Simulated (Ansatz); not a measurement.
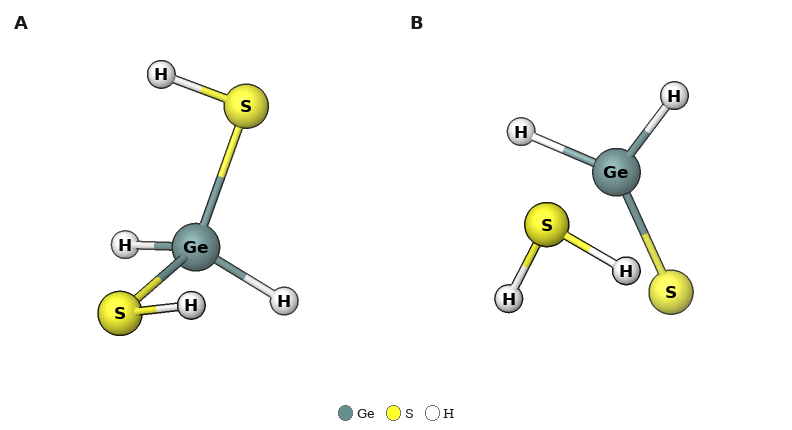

2 stationary structures of one formula. Geometries: PBE0-D4/def2-TZVP. Electronic energies: RHF-CCSD(T) (frozen core)/def2-SVP (Ansatz 0.2.0), without zero-point energy. Each is one conformer, not always the lowest.

### Which is lowest in energy, and by how much?

A is lowest (C2, a minimum); B lies 1.322 eV above it (Cs, a minimum).

Give E(B) − E(A) in eV at these levels too: r2SCAN-D4/def2-TZVPP; ωB97M-V/def2-SVP; PBE-QIDH (frozen core)/def2-TZVPP; B3LYP-D4/6-31G; PBE0-D4/def2-SVP; SPW92 (LDA)/def2-TZVPP; direct RPA on PBE orbitals (frozen core)/def2-TZVPP; PBE0-D4/def2-TZVP.

```json
{"level": "r2SCAN-D4/def2-TZVPP", "E(B) − E(A) (eV)": "+1.337"}
{"level": "ωB97M-V/def2-SVP", "E(B) − E(A) (eV)": "+1.372"}
{"level": "PBE-QIDH (frozen core)/def2-TZVPP", "E(B) − E(A) (eV)": "+1.454"}
{"level": "B3LYP-D4/6-31G", "E(B) − E(A) (eV)": "+1.236"}
{"level": "PBE0-D4/def2-SVP", "E(B) − E(A) (eV)": "−0.205"}
{"level": "SPW92 (LDA)/def2-TZVPP", "E(B) − E(A) (eV)": "+1.304"}
{"level": "direct RPA on PBE orbitals (frozen core)/def2-TZVPP", "E(B) − E(A) (eV)": "+1.380"}
{"level": "PBE0-D4/def2-TZVP", "E(B) − E(A) (eV)": "+1.370"}
```
